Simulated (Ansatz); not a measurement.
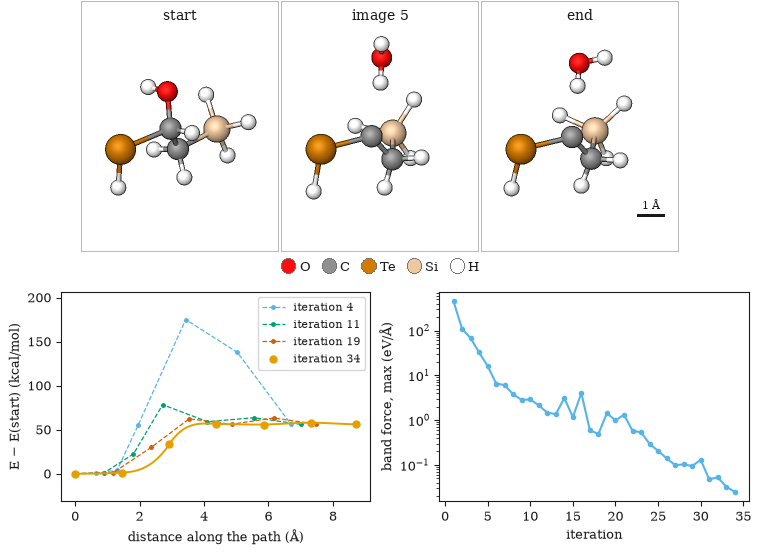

A nudged-elastic-band calculation for C2H8OSiTe. Images are numbered from 0 (start) to 6 (end). The plot follows the band through its iterations. A ball-and-stick model, seen from a free direction.

Computed with Ansatz, RKS revPBE/def2-SVP. Set-up: 5 movable images; climbing image; force threshold 0.03 eV/Å; iteration limit 60; starting path through a guess of the saddle point.

Q: How did the profile develop, and is the result final?

A: The run is converged, with reservations. The band converged in 34 iterations. The largest component of the band force went from 450 to 0.025 eV/Å. The climbing image converged on the top of the path. Its vibrational analysis gives one imaginary mode (202i cm⁻¹), as a transition state must have. The first iteration put the highest image at 1452.2 kcal/mol. Forward barrier 58.0 kcal/mol, backward barrier 1.8 kcal/mol, with image 5 at the top; the reaction energy is +56.1 kcal/mol.

The run took 5.7 min on 2 threads of Intel(R) Xeon(R) Platinum 8488C (Sapphire Rapids) (shared host), peak memory 0.2 GiB.
